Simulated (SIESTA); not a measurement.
## Converging the cutoff of the real-space grid: Sb (R-3m, 2 atoms in the cell)

```xyz
2
Lattice="3.9771 -2.1658 0.0000 3.9771 2.1658 0.0000 2.7977 0.0000 3.5610" Properties=species:S:1:pos:R:3 pbc="T T T"
Sb     2.5581     0.0000     0.8472
Sb     8.2414     0.0000     2.7295
```

Method: GGA PBEsol, numerical atomic orbitals DZP, PseudoDojo PBEsol standard norm-conserving potentials (rewritten from UPF to PSML) (SIESTA).

Base settings: XC.functional = GGA; XC.authors = PBEsol; potentials = PseudoDojo PBEsol standard; PAO.BasisSize = DZP; PAO.EnergyShift = 0.005 Ry; MeshCutoff = 300 Ry; kgrid.MonkhorstPack = 3 3 3; OccupationFunction = FD; ElectronicTemperature = 1160.45 K; MaxSCFIterations = 150.

The second cell is the first with its lattice scaled by 0.98.

The mesh stays at the base's, so the ladder's end is converged at best in this setting alone.

Only quantities that move along the ladder and can be compared are tabulated; the gap is left out on so coarse a mesh.

The starting cell has typed, rounded lattice constants, without a prior relaxation at this level. Its lattice was rescaled by up to half a per cent. One atom was moved a little off its site on purpose. Values carry the incompleteness of an atom-centred basis.

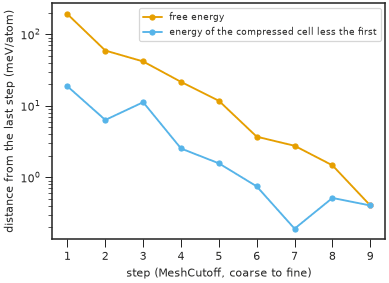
Figure. Distance from the last step along the ladder; very small values are drawn at a floor.

```csv
MeshCutoff,free energy less the last step's (meV/atom),energy of the compressed cell less the first (meV/atom),pressure (GPa),largest difference of a force vector from the last step's (eV/Å)
105 Ry (112 Ry used),-190.72,39.51,1.53,0.033
165 Ry (175 Ry used),-59.18,27.14,0.40,0.002
180 Ry (199 Ry used),-41.62,9.59,0.24,0.002
240 Ry (251 Ry used),-21.57,23.34,0.05,0.001
300 Ry (310 Ry used),-11.74,22.38,-0.03,0.001
405 Ry (447 Ry used),-3.70,21.56,-0.10,0.000
450 Ry (485 Ry used),-2.76,20.62,-0.11,0.000
525 Ry (565 Ry used),-1.47,21.32,-0.12,0.000
600 Ry (698 Ry used),-0.40,21.21,-0.13,0.000
720 Ry (794 Ry used),0.00,20.81,-0.14,0.000
```

Coarsest MeshCutoff that holds the free energy within 5 meV/atom of the last step, with all finer ones: 405 Ry (447 Ry used); the step before is off by 12 meV/atom.

Coarsest MeshCutoff that holds the forces within 0.02 eV/Å of the last step, with all finer ones: 165 Ry (175 Ry used); the step before is off by 0.033 eV/Å.

Coarsest MeshCutoff that holds the energy of the compressed cell less the first within 2 meV/atom of the last step, with all finer ones: 300 Ry (310 Ry used); the step before is off by 2.5 meV/atom.

Left out of this page: 7 runs of the series outside the window shown, repeating another row's setting, or not comparable.
